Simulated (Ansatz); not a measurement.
## CH12O2Si4: geometry relaxation (part 1 of 2)

The run: geometry relaxation of CH12O2Si4. Method and program: RKS revPBE-D4/STO-3G (Ansatz 0.2.0).

It belongs to a series of runs on one base structure; here: start relaxed. Figures and captions count atoms from 1; the log counts them from 0 in places.

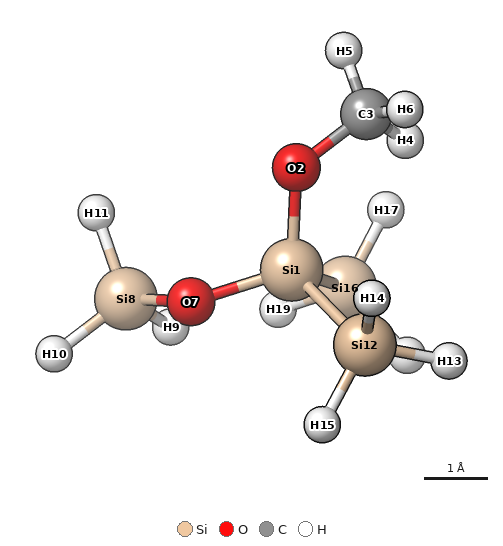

*The starting structure (ball-and-stick view, seen at a tilt; atoms are numbered from 1 in the order of the input).*

## The input
```yaml
crystal:
  periodic: [false, false, false]
  atoms:
    - { symbol: Si, position_ang: [0.0, 0.0, 0.0] }
    - { symbol: O, position_ang: [0.0, 0.0, 1.68] }
    - { symbol: C, position_ang: [-1.1112, -0.3437, 2.4945] }
    - { symbol: H, position_ang: [-1.814, -0.9775, 1.9143] }
    - { symbol: H, position_ang: [-0.7584, -0.9037, 3.3856] }
    - { symbol: H, position_ang: [-1.6313, 0.5809, 2.8212] }
    - { symbol: O, position_ang: [1.5842, 0.0, -0.5594] }
    - { symbol: Si, position_ang: [2.4906, -1.3762, -0.8866] }
    - { symbol: H, position_ang: [1.6598, -2.3521, -1.5857] }
    - { symbol: H, position_ang: [3.6318, -1.0202, -1.7249] }
    - { symbol: H, position_ang: [2.9691, -1.9538, 0.366] }
    - { symbol: Si, position_ang: [-1.0456, 1.8115, -0.7393] }
    - { symbol: H, position_ang: [-2.4302, 1.478, -1.0607] }
    - { symbol: H, position_ang: [-1.0215, 2.8436, 0.2931] }
    - { symbol: H, position_ang: [-0.3743, 2.3069, -1.9374] }
    - { symbol: Si, position_ang: [-1.0456, -1.8115, -0.7393] }
    - { symbol: H, position_ang: [-1.7029, -2.4846, 0.3772] }
    - { symbol: H, position_ang: [-2.0454, -1.4265, -1.7311] }
    - { symbol: H, position_ang: [-0.0777, -2.7173, -1.3511] }
basis:
  gaussian: { orbitals: STO-3G }
hamiltonian:
  xc: revpbe
  dispersion: d4
relax:
  f_tol: 0.02
  max_steps: 40
```

Run as:
```bash
ansatz run input.yaml --threads 1 --pin off --max-ram 2048MiB --backend cpu --events-out ev --progress --plain --runs-dir out
```

## The program's output
```
The last accepted step is kept in [file] (removed where the run ends without a failure and the disk answers)
Engine: ansatz 0.2.0, aarch64-unknown-linux-gnu
Functional definition: revPBE
  parameter kappa = 1.245
  parameter beta = 0.06672455060314922
  exchange = pbe_x(kappa = kappa, mu = beta*pi^2/3)
  correlation = pbe_c(beta = beta)
856 factors; integrals over basis functions are off by at most 1.2e-5 eV
mean field evaluation 1: about -36389.9914 eV, gradient 4.0e1 eV
mean field evaluation 2: about -36379.5334 eV, gradient 7.5e1 eV
mean field evaluation 4: about -36395.0699 eV, gradient 4.2e0 eV
mean field evaluation 8: about -36395.0047 eV, gradient 2.5e-1 eV
mean field evaluation 16: about -36395.0050 eV, gradient 4.9e-5 eV
mean field -36395.00497821 eV, -1337.4917635286 hartree, gradient 4.9e-5 eV, S^2 0.000000; 0 other end points of the search recorded, 0 dependent functions left out
the calculation of the forces begins
reference -36395.00501731 eV, -1337.4917649655 hartree; 45, 45 occupied and 18, 18 virtual orbitals, 856 factors
relax step   1: F+E_penalty+E_count = -36396.55677067 eV  Δ(F+E_penalty+E_count) = +0.000e0 eV  max|allowed force component| = 2.678e0 eV/Å  Δτ_max = 0.0000 Å  (24 SCF iters, accepted)
these checks for a lower state are left out or cut short: starts, cluster_reference, orbital_swaps, neighbouring_geometries, increment
856 factors; integrals over basis functions are off by at most 1.3e-5 eV
mean field -36395.60425673 eV, -1337.5137866083 hartree, gradient 1.2e-5 eV, S^2 0.000000; 0 other end points of the search recorded, 0 dependent functions left out
[... from here on the field's lines of each further geometry are left out, up to the last ...]
relax step   2: F+E_penalty+E_count = -36397.10850979 eV  Δ(F+E_penalty+E_count) = -5.517e-1 eV  max|allowed force component| = 1.224e0 eV/Å  Δτ_max = 0.1949 Å  (26 SCF iters, accepted)
relax step   3: F+E_penalty+E_count = -36397.28638641 eV  Δ(F+E_penalty+E_count) = -1.779e-1 eV  max|allowed force component| = 5.276e-1 eV/Å  Δτ_max = 0.1459 Å  (26 SCF iters, accepted)
relax step   4: F+E_penalty+E_count = -36397.38770685 eV  Δ(F+E_penalty+E_count) = -1.013e-1 eV  max|allowed force component| = 3.652e-1 eV/Å  Δτ_max = 0.2000 Å  (26 SCF iters, accepted)
relax step   5: F+E_penalty+E_count = -36397.43827025 eV  Δ(F+E_penalty+E_count) = -5.056e-2 eV  max|allowed force component| = 1.986e-1 eV/Å  Δτ_max = 0.2000 Å  (26 SCF iters, accepted)
relax step   6: F+E_penalty+E_count = -36397.46821604 eV  Δ(F+E_penalty+E_count) = -2.995e-2 eV  max|allowed force component| = 1.551e-1 eV/Å  Δτ_max = 0.1678 Å  (26 SCF iters, accepted)
relax step   7: F+E_penalty+E_count = -36397.47184732 eV  Δ(F+E_penalty+E_count) = -3.631e-3 eV  max|allowed force component| = 2.295e-1 eV/Å  Δτ_max = 0.1744 Å  (26 SCF iters, accepted)
relax step   8: F+E_penalty+E_count = -36397.47664729 eV  Δ(F+E_penalty+E_count) = -4.800e-3 eV  max|allowed force component| = 1.124e-1 eV/Å  Δτ_max = 0.0448 Å  (27 SCF iters, accepted)
relax step   9: F+E_penalty+E_count = -36397.48772918 eV  Δ(F+E_penalty+E_count) = -1.108e-2 eV  max|allowed force component| = 7.195e-2 eV/Å  Δτ_max = 0.1352 Å  (26 SCF iters, accepted)
relax step  10: F+E_penalty+E_count = -36397.48802566 eV  Δ(F+E_penalty+E_count) = -2.965e-4 eV  max|allowed force component| = 2.651e-1 eV/Å  Δτ_max = 0.1914 Å  (26 SCF iters, accepted)
relax step  11: F+E_penalty+E_count = -36397.49563270 eV  Δ(F+E_penalty+E_count) = -7.607e-3 eV  max|allowed force component| = 9.609e-2 eV/Å  Δτ_max = 0.0288 Å  (27 SCF iters, accepted)
relax step  12: F+E_penalty+E_count = -36397.50122566 eV  Δ(F+E_penalty+E_count) = -5.593e-3 eV  max|allowed force component| = 7.291e-2 eV/Å  Δτ_max = 0.1397 Å  (25 SCF iters, accepted)
relax step  13: F+E_penalty+E_count = -36397.50456103 eV  Δ(F+E_penalty+E_count) = -3.335e-3 eV  max|allowed force component| = 1.963e-1 eV/Å  Δτ_max = 0.1952 Å  (26 SCF iters, accepted)
relax step  14: F+E_penalty+E_count = -36397.50747973 eV  Δ(F+E_penalty+E_count) = -2.919e-3 eV  max|allowed force component| = 1.138e-1 eV/Å  Δτ_max = 0.0549 Å  (27 SCF iters, accepted)
relax step  15: F+E_penalty+E_count = -36397.50998113 eV  Δ(F+E_penalty+E_count) = -2.501e-3 eV  max|allowed force component| = 7.277e-2 eV/Å  Δτ_max = 0.0566 Å  (27 SCF iters, accepted)
relax step  16: F+E_penalty+E_count = -36397.51013697 eV  Δ(F+E_penalty+E_count) = -1.558e-4 eV  max|allowed force component| = 1.834e-1 eV/Å  Δτ_max = 0.0299 Å  (27 SCF iters, accepted)
relax step  17: F+E_penalty+E_count = -36397.51165195 eV  Δ(F+E_penalty+E_count) = -1.515e-3 eV  max|allowed force component| = 5.089e-2 eV/Å  Δτ_max = 0.0425 Å  (27 SCF iters, accepted)
relax step  18: F+E_penalty+E_count = -36397.51216378 eV  Δ(F+E_penalty+E_count) = -5.118e-4 eV  max|allowed force component| = 3.246e-2 eV/Å  Δτ_max = 0.0468 Å  (26 SCF iters, accepted)
relax step  19: F+E_penalty+E_count = -36397.51256327 eV  Δ(F+E_penalty+E_count) = -3.995e-4 eV  max|allowed force component| = 3.116e-2 eV/Å  Δτ_max = 0.0321 Å  (26 SCF iters, accepted)
relax step  20: F+E_penalty+E_count = -36397.51316034 eV  Δ(F+E_penalty+E_count) = -5.971e-4 eV  max|allowed force component| = 2.968e-2 eV/Å  Δτ_max = 0.0504 Å  (25 SCF iters, accepted)
relax step  21: F+E_penalty+E_count = -36397.51348396 eV  Δ(F+E_penalty+E_count) = -3.236e-4 eV  max|allowed force component| = 9.459e-2 eV/Å  Δτ_max = 0.0866 Å  (26 SCF iters, accepted)
relax step  22: F+E_penalty+E_count = -36397.51407921 eV  Δ(F+E_penalty+E_count) = -5.952e-4 eV  max|allowed force component| = 6.464e-2 eV/Å  Δτ_max = 0.0175 Å  (20 SCF iters, accepted)
relax step  23: F+E_penalty+E_count = -36397.51571178 eV  Δ(F+E_penalty+E_count) = -1.633e-3 eV  max|allowed force component| = 2.975e-2 eV/Å  Δτ_max = 0.0483 Å  (27 SCF iters, accepted)
relax step  24: F+E_penalty+E_count = -36397.51702922 eV  Δ(F+E_penalty+E_count) = -1.317e-3 eV  max|allowed force component| = 4.098e-2 eV/Å  Δτ_max = 0.0872 Å  (26 SCF iters, accepted)
relax step  25: F+E_penalty+E_count = -36397.51613878 eV  Δ(F+E_penalty+E_count) = +8.904e-4 eV  max|allowed force component| = 1.928e-1 eV/Å  Δτ_max = 0.1343 Å  (26 SCF iters, rejected (line search))
relax step  26: F+E_penalty+E_count = -36397.50798331 eV  Δ(F+E_penalty+E_count) = +9.046e-3 eV  max|allowed force component| = 1.807e-1 eV/Å  Δτ_max = 0.0671 Å  (27 SCF iters, rejected (line search))
relax step  27: F+E_penalty+E_count = -36397.51791137 eV  Δ(F+E_penalty+E_count) = -8.821e-4 eV  max|allowed force component| = 1.228e-2 eV/Å  Δτ_max = 0.0336 Å  (26 SCF iters, accepted)
relax step  28: F+E_penalty+E_count = -36397.51927712 eV  Δ(F+E_penalty+E_count) = -1.366e-3 eV  max|allowed force component| = 5.260e-2 eV/Å  Δτ_max = 0.0978 Å  (25 SCF iters, accepted)
relax step  29: F+E_penalty+E_count = -36397.51886317 eV  Δ(F+E_penalty+E_count) = +4.140e-4 eV  max|allowed force component| = 1.595e-1 eV/Å  Δτ_max = 0.1101 Å  (26 SCF iters, rejected (line search))
relax step  30: F+E_penalty+E_count = -36397.52011842 eV  Δ(F+E_penalty+E_count) = -8.413e-4 eV  max|allowed force component| = 3.844e-2 eV/Å  Δτ_max = 0.0525 Å  (27 SCF iters, accepted)
relax step  31: F+E_penalty+E_count = -36397.52069524 eV  Δ(F+E_penalty+E_count) = -5.768e-4 eV  max|allowed force component| = 4.880e-2 eV/Å  Δτ_max = 0.0732 Å  (26 SCF iters, accepted)
relax step  32: F+E_penalty+E_count = -36397.52044640 eV  Δ(F+E_penalty+E_count) = +2.488e-4 eV  max|allowed force component| = 1.480e-1 eV/Å  Δτ_max = 0.1019 Å  (26 SCF iters, rejected (line search))
relax step  33: F+E_penalty+E_count = -36397.51113319 eV  Δ(F+E_penalty+E_count) = +9.562e-3 eV  max|allowed force component| = 1.812e-1 eV/Å  Δτ_max = 0.0509 Å  (27 SCF iters, rejected (line search))
relax step  34: F+E_penalty+E_count = -36397.52145786 eV  Δ(F+E_penalty+E_count) = -7.626e-4 eV  max|allowed force component| = 1.144e-2 eV/Å  Δτ_max = 0.0255 Å  (28 SCF iters, accepted)
relax step  35: F+E_penalty+E_count = -36397.52197369 eV  Δ(F+E_penalty+E_count) = -5.158e-4 eV  max|allowed force component| = 2.220e-2 eV/Å  Δτ_max = 0.0549 Å  (26 SCF iters, accepted)
relax step  36: F+E_penalty+E_count = -36397.52215274 eV  Δ(F+E_penalty+E_count) = -1.791e-4 eV  max|allowed force component| = 6.467e-2 eV/Å  Δτ_max = 0.0705 Å  (25 SCF iters, accepted)
relax step  37: F+E_penalty+E_count = -36397.52238225 eV  Δ(F+E_penalty+E_count) = -2.295e-4 eV  max|allowed force component| = 3.449e-2 eV/Å  Δτ_max = 0.0048 Å  (20 SCF iters, accepted)
the calculation of the forces begins
reference -36396.01906784 eV, -1337.5290306352 hartree; 45, 45 occupied and 18, 18 virtual orbitals, 859 factors
relax step  38: F+E_penalty+E_count = -36397.52258685 eV  Δ(F+E_penalty+E_count) = -2.046e-4 eV  max|allowed force component| = 7.444e-3 eV/Å  Δτ_max = 0.0160 Å  (21 SCF iters, accepted)
859 factors; integrals over basis functions are off by at most 2.8e-5 eV
mean field evaluation 288: about -36396.0190 eV, gradient 2.1e-4 eV
```

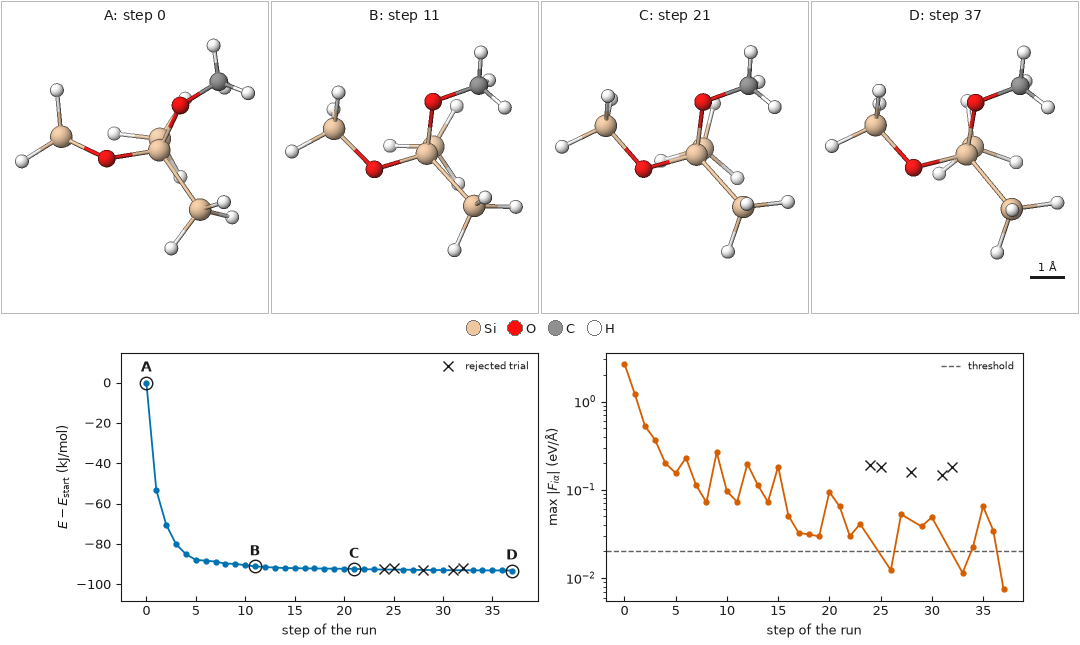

*Frames of the relaxation (ball-and-stick view, seen at a tilt) above the curves, on which the letters mark them (the first geometry is step 0 here and step 1 in the log).*

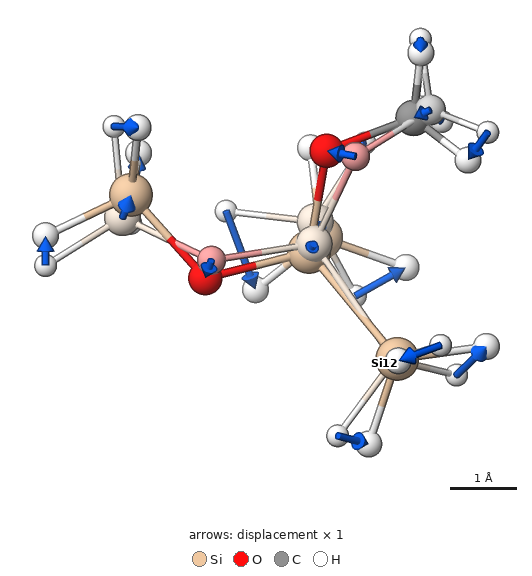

*Start (faint) and end (solid) with the displacements as blue arrows, at true length (ball-and-stick view, seen at a tilt). The two geometries are laid on each other by the best rigid fit.*

Over 37 geometry steps the energy falls by 93.2 kJ/mol. The largest force component goes from 2.7 to 0.0074 eV/Å. The line search rejected the trial steps at points 24, 25, 28, 31, 32 (counted from 0) and went back. The atom that moves furthest after the best rigid fit is H19 (1.38 Å). By element the largest moves are H 1.38 Å, O 0.50 Å, Si 0.48 Å, C 0.32 Å. Distances before and after: Si1–O2 1.680 → 1.760 Å, Si1–Si16 2.218 → 2.297 Å, Si1–Si12 2.218 → 2.281 Å, O7–Si8 1.680 → 1.729 Å. Among the angles that change: Si1–O2–C3 125.0° → 109.9°, Si1–O7–Si8 125.0° → 113.7°, O2–Si1–O7 109.4° → 102.5°. (Atoms are counted from 1 in the order of the input.)

```
mean field -36396.01902818 eV, -1337.5290291778 hartree, gradient 2.2e-5 eV, S^2 0.000000; 1 other end points of the search recorded, 0 dependent functions left out
the calculation of the forces begins
reference -36396.01906784 eV, -1337.5290306352 hartree; 45, 45 occupied and 18, 18 virtual orbitals, 859 factors
Total energy: -36397.52262651 eV, -1337.5842853972 hartree
Atom 0 at    -0.050723    -0.106775    -0.226518 Å, force     0.003806    -0.003834    -0.000248 eV/Å
Atom 1 at     0.293325    -0.344372     1.483572 Å, force    -0.000516     0.001936     0.000092 eV/Å
Atom 2 at    -0.962706    -0.445848     2.237493 Å, force    -0.000059    -0.003057    -0.002376 eV/Å
Atom 3 at    -1.626410    -1.289071     1.903114 Å, force    -0.002413    -0.005264    -0.000500 eV/Å
Atom 4 at    -0.698898    -0.634615     3.305456 Å, force     0.005030    -0.000555     0.000740 eV/Å
Atom 5 at    -1.584459     0.489628     2.207279 Å, force    -0.002395     0.007444    -0.001675 eV/Å
Atom 6 at     1.527044    -0.022846    -0.915494 Å, force     0.001447    -0.000465     0.000643 eV/Å
Atom 7 at     2.572230    -1.307349    -0.418960 Å, force    -0.005494     0.001026     0.003461 eV/Å
Atom 8 at     1.911811    -2.614865    -0.463392 Å, force     0.000555     0.000596    -0.000814 eV/Å
Atom 9 at     3.681067    -1.298224    -1.366935 Å, force    -0.001795     0.001473    -0.000141 eV/Å
Atom 10 at     3.111327    -1.112749     0.927630 Å, force     0.000369    -0.000253     0.000484 eV/Å
Atom 11 at    -1.032669     1.905786    -0.659434 Å, force     0.000978     0.001637     0.002487 eV/Å
Atom 12 at    -2.415834     1.913438    -0.198320 Å, force     0.001274     0.000467    -0.000103 eV/Å
Atom 13 at    -0.339253     3.008090    -0.004864 Å, force    -0.000063     0.000684    -0.001361 eV/Å
Atom 14 at    -1.051421     2.170555    -2.093061 Å, force    -0.000558     0.000006    -0.000753 eV/Å
Atom 15 at    -1.296197    -1.863508    -1.025922 Å, force     0.001691     0.001473     0.000063 eV/Å
Atom 16 at    -1.200067    -3.054575    -0.190133 Å, force     0.000093    -0.002395    -0.000003 eV/Å
Atom 17 at    -2.707189    -1.506175    -1.119586 Å, force    -0.000804    -0.001153     0.001527 eV/Å
Atom 18 at    -0.853578    -2.232726    -2.365524 Å, force    -0.001146     0.000231    -0.001523 eV/Å
Dipole moment:    -0.172404    -0.058521     0.021315 e Å
```
